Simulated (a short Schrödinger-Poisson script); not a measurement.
Structure: symmetric double-gate stack, Si3N4 on p-type In0.53Ga0.47As, at 400 K.

| layer | material | thickness (nm) | Na (cm⁻³) |
|---|---|---|---|
| 1 | Si3N4 | 5 | - |
| 2 | In0.53Ga0.47As | 3 | 2e17 |
| 3 | Si3N4 | 5 | - |

The device is made up for the run: typed textbook-type constants, with dimensions and the other settings drawn at random. Si3N4: permittivity 7.5, conduction-band edge (eV) 2.41, gap (eV) 5.1, electron mass (mₑ) 0.5. In0.53Ga0.47As: permittivity 13.9, conduction-band edge (eV) 0, gap (eV) 0.74, Nv at 300 K (cm⁻³) 7.7e18.

Channel valleys (confinement mass, in-plane density-of-states mass, number): Γ 0.041, 0.041, 1. At the gates, both at one voltage, the conduction-band edge of layer 1 lies 2.41 eV − eVg above the Fermi level of the channel. Gaps are held at their typed values at every temperature. Mesh 0.03 nm at interfaces.

From a short Schrödinger-Poisson script (our own, NumPy): 1D Poisson equation in equilibrium, electrons quantum, Hartree (BenDaniel-Duke, 12 states a valley, the channel's in-plane mass for all, wave functions free to enter the dielectric), parabolic valleys, classical holes, full ionisation, no traps, pinning or gate leakage.

Only gate voltages with over 1e8 electrons/cm² are shown.

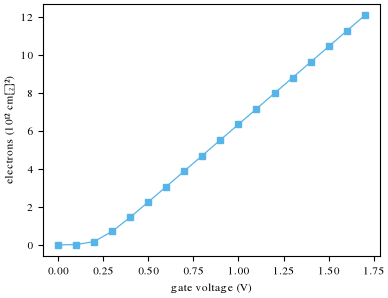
Sheet density against gate voltage

```csv
Vg (V),electrons (cm⁻²),C (μF/cm²),Γ E0 (meV),Γ E1 (meV)
0,8.35e8,0.00393,226.1,1367.1
0.1,1.46e10,0.0663,127.0,1268.0
0.2,1.73e11,0.550,37.1,1177.9
0.3,7.07e11,1.09,-28.9,1111.1
0.4,1.45e12,1.26,-81.6,1057.2
0.5,2.25e12,1.30,-130.6,1007.0
0.6,3.06e12,1.31,-178.7,957.6
0.7,3.88e12,1.31,-226.7,908.5
0.8,4.70e12,1.31,-274.5,859.4
0.9,5.52e12,1.31,-322.4,810.3
1,6.34e12,1.31,-370.2,761.2
1.1,7.16e12,1.31,-418.0,712.1
1.2,7.98e12,1.31,-465.9,663.0
1.3,8.80e12,1.31,-513.7,613.9
1.4,9.62e12,1.31,-561.6,564.9
1.5,1.04e13,1.31,-609.4,515.8
1.6,1.13e13,1.31,-657.3,466.7
1.7,1.21e13,1.31,-705.1,417.6
```

Subbands count from the Fermi level. The capacitance is that of both gates.

Above a few 1e12 electrons/cm² a light Γ valley is non-parabolic and upper valleys begin to fill, which the model leaves out.
